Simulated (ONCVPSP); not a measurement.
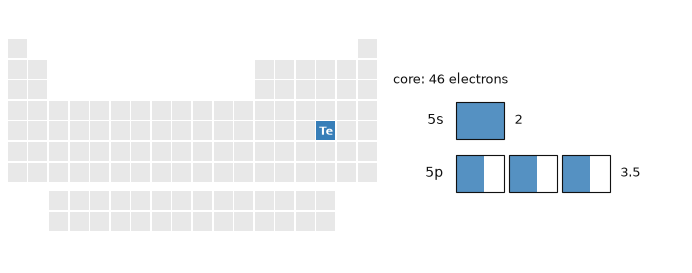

**Figure 1.** Left, the place of tellurium in the periodic table; right, the valence shells of the reference configuration: a box for each of the 2l + 1 orbitals, shaded by the share of the shell that is filled, with the electron count at the right. The shells are those of the unaltered input.

## Pseudopotential generation for Te

- system: tellurium (Te, Z = 52), core [Kr] 4d10, reference valence 5s2 5p3.5 (an ion of charge +0.5), valence charge 6. (This line and the method describe the unaltered input from which the odd one was made.)
- method: ONCV potential, PBE, fully relativistic, made with ONCVPSP 4.0.1

**Input**
```
# ATOM AND REFERENCE CONFIGURATION
# atsym  z   nc   nv     iexc    psfile
  Te 52.00    9    2        4      upf
#
#   n    l    f
    1    0    2.00
    2    0    2.00
    2    1    6.00
    3    0    2.00
    3    1    6.00
    3    2   10.00
    4    0    2.00
    4    1    6.00
    4    2   10.00
    5    0    2.00
    5    1    3.50
#
# PSEUDOPOTENTIAL AND OPTIMIZATION
# lmax
    1
#
#   l,   rc,      ep,       ncon, nbas, qcut
    0    1.60    0.00    4    7    3.20
    1    2.15    0.00    4    8    4.60
#
# LOCAL POTENTIAL
# lloc, lpopt,  rc(5),   dvloc0
    4    5    1.15    0.00
#
# VANDERBILT-KLEINMAN-BYLANDER PROJECTORs
# l, nproj, debl
    0    3    1.10
    1    1    3.70
#
# MODEL CORE CHARGE
# icmod, fcfact, rcfact
    0    0.00    0.00
#
# LOG DERIVATIVE ANALYSIS
# epsh1, epsh2, depsh
   -2.00    5.00    0.00
#
# OUTPUT GRID
# rlmax, drl
    6.00    0.01
#
# TEST CONFIGURATIONS
# ncnf
    4
# nvcnf
#   n    l    f
    2
    5    0    2.00
    5    1    4.00
#
    2
    5    0    2.00
    5    1    3.00
#
    2
    5    0    2.00
    5    1    2.00
#
    2
    5    0    1.00
    5    1    5.00
#
```

Launched with:
```bash
oncvpspr.x < Te.dat > Te.out
```

**Output (extracts)**
```
ONCVPSP  (Optimized Norm-Conservinng Vanderbilt PSeudopotential)
relativistic version 4.0.1

#   n    l    f        energy (Ha)
    1    0    2.00    -1.1616917D+03
    2    0    2.00    -1.7822164D+02
    2    1    6.00    -1.5689647D+02    -1.6698384D+02
    3    0    2.00    -3.5596144D+01
    3    1    6.00    -2.9097037D+01    -3.0977137D+01
    3    2   10.00    -2.0559683D+01    -2.0952799D+01
    4    0    2.00    -6.1949984D+00
    4    1    6.00    -4.2510324D+00    -4.6079113D+00
    4    2   10.00    -1.6665145D+00    -1.7204505D+00
    5    0    2.00    -7.0268462D-01
    5    1    3.50    -3.4617870D-01    -3.7774133D-01

Reference configufation results
  iterations    25
  all-electron total energy (Ha)   -6.79665948D+03

Begin loop to  construct optimized pseudo wave functions
and semi-local pseudopoentials for all angular momenta

   Wellstate for l =  0  n =  6 kap= -1
     eigenvalue =   0.3973
     asymptotic potential =   0.8973
     half-point radius =  3.9057

   Wellstate for l =  0  n =  7 kap= -1
     eigenvalue =   1.4973
     asymptotic potential =   1.9973
     half-point radius =  4.1832

Calculating optimized projector #   1

 for l=   0

    Fraction of norm inside rc  0.257987
    Optimizing pswf for qcut=   3.19 a_B^-1,  ecut=   5.08 Ha
    Residual kinetic energy error=  1.14D-02 Ha

    Energy error per electron        Cutoff
         Ha          eV             Ha
         0.01000     0.27211        5.27
         0.00100     0.02721       15.01
         0.00010     0.00272       44.23
         0.00001     0.00027       65.57

Calculating optimized projector #   2

 for l=   0

    Fraction of norm inside rc  0.110723
    Optimizing pswf for qcut=   3.19 a_B^-1,  ecut=   5.08 Ha
    Residual kinetic energy error=  2.05D-02 Ha

    Energy error per electron        Cutoff
         Ha          eV             Ha
         0.01000     0.27211       10.70
         0.00100     0.02721       50.28
         0.00010     0.00272       65.09
         0.00001     0.00027       74.29

Calculating optimized projector #   3

 for l=   0

    Fraction of norm inside rc  0.080471
    Optimizing pswf for qcut=   3.19 a_B^-1,  ecut=   5.08 Ha
    Residual kinetic energy error=  4.57D-02 Ha

    Energy error per electron        Cutoff
         Ha          eV             Ha
         0.01000     0.27211       14.38
         0.00100     0.02721       54.82
         0.00010     0.00272       68.34
         0.00001     0.00027       96.11

Calculating optimized projector #   1

 for l=   1

    Fraction of norm inside rc  0.355202
    Optimizing pswf for qcut=   4.59 a_B^-1,  ecut=  10.54 Ha
    Residual kinetic energy error=  3.50D-05 Ha

    Energy error per electron        Cutoff
         Ha          eV             Ha
         0.01000     0.27211        4.42
         0.00100     0.02721        7.53
         0.00010     0.00272        9.60
         0.00001     0.00027       17.23

Calculating optimized projector #   1

 for l=   1

    Fraction of norm inside rc  0.400731
    Optimizing pswf for qcut=   4.59 a_B^-1,  ecut=  10.54 Ha
    Residual kinetic energy error=  6.49D-05 Ha

    Energy error per electron        Cutoff
         Ha          eV             Ha
         0.01000     0.27211        4.60
         0.00100     0.02721        7.92
         0.00010     0.00272       10.09
         0.00001     0.00027       28.88

Construct Vanderbilt / Kleinmman-Bylander projectors

B matrix Hermiticity error, ll=  0  kap= -1
   1   2    8.2693D-05
   1   3   -1.5683D-04
   2   3    5.6534D-05

  Orthonormal projector coefficients -3.2898E+01  1.6425E+01  2.6646E+00

 Orthonormal scalar projector coefficients, l =  1
  4.3153E+00  2.8781E-03

 Orthonormal spin-orbit projector coefficients, l =  1
 -2.6188E-01  9.4852E-02

Pseudoatom total energy   -7.915055

Diagnostic tests using Vanderbilt-Kleinman-Bylander pseudopotentials
  relativistic with J = L +/- 1/2 projectors

   l  kap   rcore       rmatch      e in        delta e    norm test   slope test

   0  -1   1.6029055   1.6515731  -0.7026846  -0.0000011   1.0000545   1.0000319
   0  -1   1.6029055   1.6515731   0.3973154   0.0000121   1.0002312   1.0002312
   0  -1   1.6029055   1.6515731   1.4973154   0.0000137   1.0002961   1.0002961

   1  -2   2.1617573   2.2273930  -0.3461787  -0.0000018   1.0000004   1.0000758
   1   1   2.1617573   2.2273930  -0.3777413   0.0000017   1.0000016   0.9999941

Diagnostic tests using Vanderbilt-Kleinman-Bylander pseudopotentials
  relativistic with scalar and spin-orbit non-local projectors

   l  kap   rcore       rmatch      e in        delta e    norm test   slope test

   0  -1   1.6029055   1.6515731  -0.7026846  -0.0000011   1.0000545   1.0000319
   0  -1   1.6029055   1.6515731   0.3973154   0.0000121   1.0002312   1.0002312
   0  -1   1.6029055   1.6515731   1.4973154   0.0000137   1.0002961   1.0002961

   1  -2   2.1617573   2.2273930  -0.3461787  -0.0004129   0.9997720   0.9794860
   1   1   2.1617573   2.2273930  -0.3777413  -0.0004648   0.9998612   0.9914929

Ghost test for J = L + 1/2

 Testing for bound ghosts
   n   l    E NL Schr. Eq   E Basis Diag.   E Cutoff

       0                       -6.085836    101.15  WARNING - GHOST(-)
   1   0       -0.702686       -0.696272    101.15

       1                       -2.155639     47.29  WARNING - GHOST(-)
   2   1       -0.346181       -0.343120     47.29

 Testing for highly-localized positive-energy ghosts
       l    <radius>/rc     E Basis Diag.   E Cutoff

       0        0.312206        2.286059    101.15  WARNING - GHOST(+)

       0        0.307016       25.031490    101.15  WARNING - GHOST(+)

Ghost test for J = L - 1/2

 Testing for bound ghosts
   n   l    E NL Schr. Eq   E Basis Diag.   E Cutoff

       0                       -6.085836    101.15  WARNING - GHOST(-)
   1   0       -0.702686       -0.696272    101.15

       1                       -1.816702     47.29  WARNING - GHOST(-)
   2   1       -0.377740       -0.375552     47.29

 Testing for highly-localized positive-energy ghosts
       l    <radius>/rc     E Basis Diag.   E Cutoff

       0        0.312206        2.286059    101.15  WARNING - GHOST(+)

       0        0.307016       25.031490    101.15  WARNING - GHOST(+)

Test configuration 0

   n   l kap    f        eae           eps        diff
   1   0  -1  2.0000-1161.69174742
   2   0  -1  2.0000 -178.22164208
   2   1  -2  4.0000 -156.89646897
   2   1   1  2.0000 -166.98383678
   3   0  -1  2.0000  -35.59614429
   3   1  -2  4.0000  -29.09703685
   3   1   1  2.0000  -30.97713727
   3   2  -3  6.0000  -20.55968307
   3   2   2  4.0000  -20.95279856
   4   0  -1  2.0000   -6.19499841
   4   1  -2  4.0000   -4.25103243
   4   1   1  2.0000   -4.60791133
   4   2  -3  6.0000   -1.66651446
   4   2   2  4.0000   -1.72045051
   5   0  -1  2.0000   -0.70268462   -0.70268568   -1.06E-06
   5   1  -2  2.3333   -0.34617870   -0.34618054   -1.84E-06
   5   1   1  1.1667   -0.37774133   -0.37773959    1.74E-06

    Total energies and differences
      AE_ref= -6.79665948E+03  AE_tst= -6.79665948E+03  dif=  0.00E+00
      PS_ref= -7.91505513E+00  PS_tst= -7.91505513E+00  dif= -5.33E-15
      PSP excitation error=  5.33E-15

Test configuration 1

   n   l kap    f        eae           eps        diff
   1   0  -1  2.0000-1161.53073724
   2   0  -1  2.0000 -178.06126709
   2   1  -2  4.0000 -156.73602537
   2   1   1  2.0000 -166.82336412
   3   0  -1  2.0000  -35.43606252
   3   1  -2  4.0000  -28.93695335
   3   1   1  2.0000  -30.81703937
   3   2  -3  6.0000  -20.39959885
   3   2   2  4.0000  -20.79271003
   4   0  -1  2.0000   -6.03545891
   4   1  -2  4.0000   -4.09155616
   4   1   1  2.0000   -4.44840531
   4   2  -3  6.0000   -1.50741046
   4   2   2  4.0000   -1.56131015
   5   0  -1  2.0000   -0.55462653   -0.55449861    1.28E-04
   5   1  -2  2.6667   -0.20975014   -0.20966106    8.91E-05
   5   1   1  1.3333   -0.23886573   -0.23875761    1.08E-04

    Total energies and differences
      AE_ref= -6.79665948E+03  AE_tst= -6.79680308E+03  dif= -1.44E-01
      PS_ref= -7.91505513E+00  PS_tst= -8.05862830E+00  dif= -1.44E-01
      PSP excitation error= -2.79E-05

Test configuration 2

   n   l kap    f        eae           eps        diff
   1   0  -1  2.0000-1161.86736036
   2   0  -1  2.0000 -178.39627040
   2   1  -2  4.0000 -157.07119943
   2   1   1  2.0000 -167.15861152
   3   0  -1  2.0000  -35.77031387
   3   1  -2  4.0000  -29.27120816
   3   1   1  2.0000  -31.15133195
   3   2  -3  6.0000  -20.73385833
   3   2   2  4.0000  -21.12698073
   4   0  -1  2.0000   -6.36828002
   4   1  -2  4.0000   -4.42419586
   4   1   1  2.0000   -4.78112860
   4   2  -3  6.0000   -1.83907300
   4   2   2  4.0000   -1.89306572
   5   0  -1  2.0000   -0.86088139   -0.86111114   -2.30E-04
   5   1  -2  2.0000   -0.49215496   -0.49234885   -1.94E-04
   5   1   1  1.0000   -0.52624202   -0.52644726   -2.05E-04

    Total energies and differences
      AE_ref= -6.79665948E+03  AE_tst= -6.79644479E+03  dif=  2.15E-01
      PS_ref= -7.91505513E+00  PS_tst= -7.70031967E+00  dif=  2.15E-01
      PSP excitation error= -4.56E-05

Test configuration 3

   n   l kap    f        eae           eps        diff
   1   0  -1  2.0000-1162.25634541
   2   0  -1  2.0000 -178.78211879
   2   1  -2  4.0000 -157.45736217
   2   1   1  2.0000 -167.54491329
   3   0  -1  2.0000  -36.15468374
   3   1  -2  4.0000  -29.65558091
   3   1   1  2.0000  -31.53578216
   3   2  -3  6.0000  -21.11825198
   3   2   2  4.0000  -21.51139716
   4   0  -1  2.0000   -6.74968876
   4   1  -2  4.0000   -4.80516934
   4   1   1  2.0000   -5.16229619
   4   2  -3  6.0000   -2.21804655
   4   2   2  4.0000   -2.27221959
   5   0  -1  2.0000   -1.20162773   -1.20245587   -8.28E-04
   5   1  -2  1.3333   -0.80731694   -0.80805127   -7.34E-04
   5   1   1  0.6667   -0.84667538   -0.84743506   -7.60E-04

    Total energies and differences
      AE_ref= -6.79665948E+03  AE_tst= -6.79578517E+03  dif=  8.74E-01
      PS_ref= -7.91505513E+00  PS_tst= -7.04022620E+00  dif=  8.75E-01
      PSP excitation error= -5.15E-04

Test configuration 4

   n   l kap    f        eae           eps        diff
   1   0  -1  2.0000-1161.58359095
   2   0  -1  2.0000 -178.11295863
   2   1  -2  4.0000 -156.78755092
   2   1   1  2.0000 -166.87488113
   3   0  -1  2.0000  -35.48839435
   3   1  -2  4.0000  -28.98924814
   3   1   1  2.0000  -30.86934323
   3   2  -3  6.0000  -20.45184770
   3   2   2  4.0000  -20.84495497
   4   0  -1  2.0000   -6.08715096
   4   1  -2  4.0000   -4.14279900
   4   1   1  2.0000   -4.49981655
   4   2  -3  6.0000   -1.55652555
   4   2   2  4.0000   -1.61059263
   5   0  -1  1.0000   -0.58207875   -0.58174054    3.38E-04
   5   1  -2  3.3333   -0.22948910   -0.22942196    6.71E-05
   5   1   1  1.6667   -0.26005228   -0.25995683    9.55E-05

    Total energies and differences
      AE_ref= -6.79665948E+03  AE_tst= -6.79646425E+03  dif=  1.95E-01
      PS_ref= -7.91505513E+00  PS_tst= -7.71993619E+00  dif=  1.95E-01
      PSP excitation error=  1.12E-04
```

**What the run reported**

```tsv
quantity	value
outcome	generated, with a ghost state
ghost flags of the generator	4 GHOST(-), 4 GHOST(+)
largest excitation error printed	14 meV
hardware	1 CPU thread, shared host
wall time	3.7 s
```

**What is odd here**

The input is odd on purpose: depsh set to zero. The program ran to the end. The all-electron atom is untouched: its total energy equals that from the unaltered input (−6796.6595 Ha). The pseudo-atom's energy and ghost flags in the reference configuration are also those from the unaltered input, so the oddity leaves no trace there. This setting only spaces or bounds the energies of the logarithmic derivatives; it doesn't enter the potential. The unaltered input has a GHOST(-) flag too. The potential has a bound ghost state, so it can't be used as it stands.
